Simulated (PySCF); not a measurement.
# GeH2SClF (SMILES [F][GeH]([SH])[Cl]) at 5 levels

We compute a comparison of 5 runs (HF/3-21G, HF/def2-SVP, HF/def2-TZVP, B3LYP/6-31G*, CAM-B3LYP/def2-SVPD) of GeH2SClF. 

The results are computed with PySCF 2.14.0.

## (1) The structure to begin with

The species is GeH2SClF (6 atoms), meant as a singlet with charge 0. SMILES: `[F][GeH]([SH])[Cl]`. The shape is that of a PBE0-D4/def2-TZVP optimisation. This is one conformer, not always the lowest.

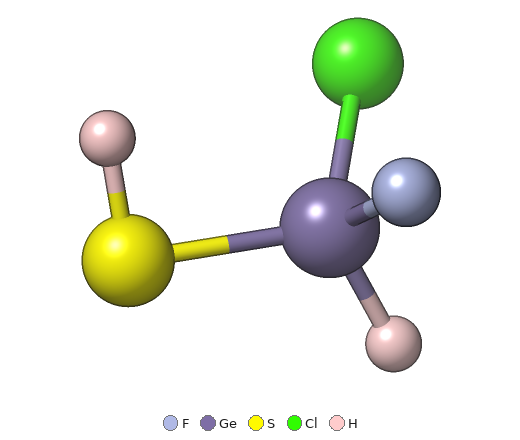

Viewed from a chosen angle; fluorine light blue, germanium purple, sulfur yellow, chlorine green, hydrogen pink.

## (2) Energy and gradient at HF/3-21G (run 1)

Input file run.py:

```python
from pyscf import gto

system = gto.M(
    atom=[
    ('F', (-1.778500, -0.396800, 0.303800)),
    ('Ge', (-0.267800, -0.038800, -0.456900)),
    ('S', (0.879200, 1.339200, 0.798800)),
    ('Cl', (0.697800, -1.933500, -0.613200)),
    ('H', (-0.558200, 0.551600, -1.834200)),
    ('H', (1.069500, 0.414300, 1.755600)),
],
    verbose=4,
    basis='3-21g',
    max_memory=1860,
    spin=0,
    charge=0,
)

mf = system.RHF()
mf.conv_tol = 1e-10
mf.kernel()
if not mf.converged:
    mf = mf.newton().run(mf.mo_coeff, mf.mo_occ)

energy = mf.e_tot
print('Final energy', energy)
grad = mf.nuc_grad_method().kernel()
dip = mf.dip_moment()
pop, q = mf.mulliken_pop()
```

Command:

```console
$ OMP_NUM_THREADS=1 python run.py
```

Log:

```text
PySCF version 2.14.0

[... 60 lines left out ...]
converged SCF energy = -3018.3720460318
Final energy -3018.372046031798
[... 12 lines left out ...]
Dipole moment(X, Y, Z, Debye):  0.26415,  1.13732, -0.72391
[... 29 lines left out ...]
pop of  1 Ge 3dz^2        1.99443
pop of  1 Ge 3dxz         1.99294
pop of  1 Ge 3dx2-y2      1.99422
pop of  2 S 1s            1.99863
pop of  2 S 2s            1.96305
pop of  2 S 3s            0.98712
pop of  2 S 4s            1.01948
pop of  2 S 2px           1.96612
pop of  2 S 2py           1.96192
pop of  2 S 2pz           1.96052
pop of  2 S 3px           0.90164
pop of  2 S 3py           0.79209
pop of  2 S 3pz           0.75123
pop of  2 S 4px           0.89722
pop of  2 S 4py           0.69656
pop of  2 S 4pz           0.53292
pop of  3 Cl 1s           1.99861
pop of  3 Cl 2s           1.95931
pop of  3 Cl 3s           1.11113
pop of  3 Cl 4s           0.94851
pop of  3 Cl 2px          1.96956
pop of  3 Cl 2py          1.96530
pop of  3 Cl 2pz          1.97072
pop of  3 Cl 3px          1.03594
pop of  3 Cl 3py          0.91401
pop of  3 Cl 3pz          1.06978
pop of  3 Cl 4px          0.87458
pop of  3 Cl 4py          0.74508
pop of  3 Cl 4pz          0.90586
pop of  4 H 1s            0.40989
pop of  4 H 2s            0.75022
pop of  5 H 1s            0.42924
pop of  5 H 2s            0.46228
 ** Mulliken atomic charges  **
charge of    0F =     -0.47588
charge of    1Ge =      1.42439
charge of    2S =     -0.42849
charge of    3Cl =     -0.46839
charge of    4H =     -0.16010
charge of    5H =      0.10848
```

Run time: 6 s. Hardware: 1 thread of Intel Xeon at 2.50GHz (Skylake/Cascade Lake), shared host; peak memory 0.13 GiB.

## (3) Energy and forces at HF/def2-SVP (run 2)

Input file mol.xyz:

```xyz
6
ClFGeH2S
F     -1.778500    -0.396800     0.303800
Ge    -0.267800    -0.038800    -0.456900
S      0.879200     1.339200     0.798800
Cl     0.697800    -1.933500    -0.613200
H     -0.558200     0.551600    -1.834200
H      1.069500     0.414300     1.755600
```

Input file input.py:

```python
# [F][GeH]([SH])[Cl]
from pyscf import gto

mol = gto.Mole()
mol.atom = 'mol.xyz'
mol.basis = 'def2-svp'
mol.spin = 0
mol.verbose = 4
mol.max_memory = 1860
mol.charge = 0
mol.build()

hf = mol.RHF()
hf.conv_tol = 1e-10
hf.kernel()
if not hf.converged:
    hf = hf.newton().run(hf.mo_coeff, hf.mo_occ)

energy = hf.e_tot
print('E = %.10f Eh' % energy)
grad = hf.nuc_grad_method().kernel()
hf.analyze()
```

Command:

```console
$ OMP_NUM_THREADS=1 python input.py
```

Log:

```text
PySCF version 2.14.0

[... 86 lines left out ...]
MO #2   energy= -104.803920164122  occ= 2
[... 8 lines left out ...]
MO #11  energy= -8.04210668731498  occ= 2
[... 8 lines left out ...]
MO #20  energy= -5.25426554210787  occ= 2
[... 8 lines left out ...]
MO #29  energy= -0.754431612736867 occ= 2
[... 8 lines left out ...]
MO #38  energy= -0.409769800822754 occ= 2
[... 8 lines left out ...]
MO #47  energy= 0.484472723499606  occ= 0
[... 8 lines left out ...]
MO #56  energy= 0.856664758444736  occ= 0
[... 8 lines left out ...]
MO #65  energy= 1.11318241649863   occ= 0
[... 8 lines left out ...]
MO #74  energy= 1.5991809249621    occ= 0
[... 8 lines left out ...]
MO #83  energy= 2.71607253427357   occ= 0
[... 8 lines left out ...]
MO #92  energy= 3.89011084426688   occ= 0
[... 62 lines left out ...]
pop of  2 S 3dyz          0.01257
pop of  2 S 3dz^2         0.00053
pop of  2 S 3dxz          0.00244
pop of  2 S 3dx2-y2       0.00462
pop of  3 Cl 1s           2.00000
pop of  3 Cl 2s           1.99998
pop of  3 Cl 3s           1.86445
pop of  3 Cl 4s           0.00135
pop of  3 Cl 2px          2.00000
pop of  3 Cl 2py          1.99999
pop of  3 Cl 2pz          2.00000
pop of  3 Cl 3px          1.85938
pop of  3 Cl 3py          1.62757
pop of  3 Cl 3pz          1.94083
pop of  3 Cl 4px          0.00030
pop of  3 Cl 4py          0.00066
pop of  3 Cl 4pz          0.00072
pop of  3 Cl 3dxy         0.00518
pop of  3 Cl 3dyz         0.00169
pop of  3 Cl 3dz^2        0.00223
pop of  3 Cl 3dxz         0.00039
pop of  3 Cl 3dx2-y2      0.00366
pop of  4 H 1s            1.08420
pop of  4 H 2s            0.00395
pop of  4 H 2px           0.00027
pop of  4 H 2py           0.00068
pop of  4 H 2pz           0.00396
pop of  5 H 1s            0.89138
pop of  5 H 2s            0.00958
pop of  5 H 2px           0.00080
pop of  5 H 2py           0.00280
pop of  5 H 2pz           0.00370
 ** Mulliken atomic charges  **
charge of    0F =     -0.54007
charge of    1Ge =      1.09681
charge of    2S =     -0.24704
charge of    3Cl =     -0.30838
charge of    4H =     -0.09306
charge of    5H =      0.09174
Dipole moment(X, Y, Z, Debye):  1.10607,  0.96688, -0.54051
```

It took 18 s on 1 thread of Intel Xeon at 2.50GHz (Skylake/Cascade Lake), shared host; peak memory 0.19 GiB.

Runs 3 to 4 aren't shown in full; the table further down has their settings and results.

## (4) Energy and gradient at CAM-B3LYP/def2-SVPD (run 5)

Input file run.py:

```python
from pyscf import gto, dft

mol = gto.M(
    atom='''
F     -1.778500    -0.396800     0.303800
Ge    -0.267800    -0.038800    -0.456900
S      0.879200     1.339200     0.798800
Cl     0.697800    -1.933500    -0.613200
H     -0.558200     0.551600    -1.834200
H      1.069500     0.414300     1.755600
''',
    max_memory=1860,
    charge=0,
    verbose=3,
    basis='def2-svpd',
)

myscf = dft.RKS(mol, xc='cam-b3lyp')
myscf.conv_tol = 1e-10
myscf.grids.level = 5
myscf.kernel()
if not myscf.converged:
    myscf = myscf.newton().run(myscf.mo_coeff, myscf.mo_occ)

e_tot = myscf.e_tot
print('Final energy', e_tot)
grad = myscf.nuc_grad_method().kernel()
dip = myscf.dip_moment()
pop, q = myscf.mulliken_pop()
```

Command:

```console
$ OMP_NUM_THREADS=1 python run.py
```

Log:

```text
converged SCF energy = -3036.0764017757
Final energy -3036.0764017757
[... 9 lines left out ...]
Dipole moment(X, Y, Z, Debye):  1.02346,  1.07490, -0.53393
[... 99 lines left out ...]
pop of  3 Cl 3pz          0.77006
pop of  3 Cl 4px          1.06245
pop of  3 Cl 4py          0.92910
pop of  3 Cl 4pz          1.11036
pop of  3 Cl 5px          0.08207
pop of  3 Cl 5py          0.05998
pop of  3 Cl 5pz          0.08671
pop of  3 Cl 3dxy         0.00640
pop of  3 Cl 3dyz         0.00255
pop of  3 Cl 3dz^2        0.00277
pop of  3 Cl 3dxz         0.00061
pop of  3 Cl 3dx2-y2      0.00476
pop of  3 Cl 4dxy         0.00473
pop of  3 Cl 4dyz         0.00544
pop of  3 Cl 4dz^2        0.00123
pop of  3 Cl 4dxz         0.00148
pop of  3 Cl 4dx2-y2      0.00477
pop of  4 H 1s            0.71086
pop of  4 H 2s            0.21202
pop of  4 H 2px           0.00093
pop of  4 H 2py           0.00194
pop of  4 H 2pz           0.00801
pop of  4 H 3px           0.00479
pop of  4 H 3py           0.01366
pop of  4 H 3pz           0.00662
pop of  5 H 1s            0.70078
pop of  5 H 2s            0.00364
pop of  5 H 2px           0.00742
pop of  5 H 2py           0.01100
pop of  5 H 2pz           0.01259
pop of  5 H 3px           0.01936
pop of  5 H 3py           0.01799
pop of  5 H 3pz           0.01912
 ** Mulliken atomic charges  **
charge of    0F =     -0.70104
charge of    1Ge =      1.29088
charge of    2S =     -0.40083
charge of    3Cl =     -0.43827
charge of    4H =      0.04117
charge of    5H =      0.20810
```

Wall time 3.3 min (1 thread of Intel Xeon at 2.50GHz (Skylake/Cascade Lake), shared host); peak memory 1.4 GiB.

## (5) The series

| run | level | Cartesian functions | integration grid | energy (Eh) | dipole moment (D) | HOMO energy (eV) | LUMO energy (eV) | wall time |
| --- | --- | --- | --- | --- | --- | --- | --- | --- |
| 1 | HF/3-21G | no | – | -3018.372046 | 1.37 | -11.60 | 2.59 | 6 s |
| 2 | HF/def2-SVP | no | – | -3032.493871 | 1.57 | -11.15 | 3.41 | 18 s |
| 3 | HF/def2-TZVP | no | – | -3033.188258 | 1.57 | -11.18 | 2.82 | 2.3 min |
| 4 | B3LYP/6-31G* (Cartesian functions) | yes | 5 | -3036.296097 | 1.22 | -7.88 | -1.22 | 76 s |
| 5 | CAM-B3LYP/def2-SVPD | no | 5 | -3036.076402 | 1.58 | -9.65 | -0.23 | 3.3 min |

## (6) Summary of results

| quantity | value |
| --- | --- |
| run 5: total energy | -3036.07640 Eh |
| run 5: dipole moment | 1.58 D |
| run 5: HOMO energy | -9.65 eV |
| run 5: LUMO energy | -0.23 eV |
| run 5: HOMO–LUMO gap | 9.42 eV |
| run 5: largest force on an atom | 0.555 eV/Å |

The dipole moment (its size) runs from 1.22 D (B3LYP/6-31G*) to 1.58 D (CAM-B3LYP/def2-SVPD). The two ends differ in method and basis. The HOMO–LUMO gap runs from 6.67 eV (B3LYP/6-31G*) to 14.56 eV (HF/def2-SVP). Totals of different functionals can't be ranked against each other. All runs together took 7.3 min, the longest 3.3 min.
